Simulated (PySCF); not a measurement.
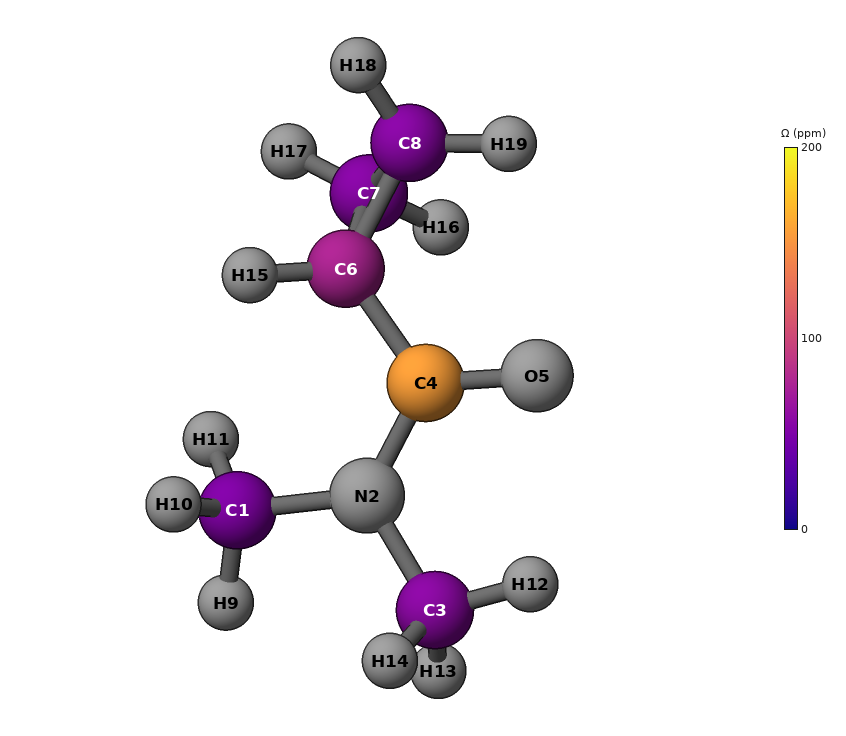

The C atoms are coloured by the span of their shielding tensor. Geometry: an end point of a reaction path computed with GFN2-xTB. Method: GIAO PBE0/pcSseg-1 NMR shielding, non-relativistic, gas phase (PySCF 2.14.0). Principal shieldings σ11 ≤ σ22 ≤ σ33, span Ω = σ33 − σ11, skew κ = 3(σiso − σ22)/Ω.

Which C atom has the most anisotropic shielding?

C4, with a span of 156 ppm.

Give the shielding tensors of the C atoms.

```
atom    σ11    σ22    σ33   σiso      Ω      κ
  C1  129.6  136.8  182.6  149.6   53.0   0.73
  C3  126.8  142.3  184.8  151.3   58.0   0.47
  C4  −66.3   16.3   89.6   13.2  155.9  −0.06
  C6  138.3  161.0  216.0  171.8   77.7   0.42
  C7  150.5  175.8  206.1  177.5   55.6   0.09
  C8  153.9  178.3  210.5  180.9   56.5   0.14
```

Shieldings and span in ppm.
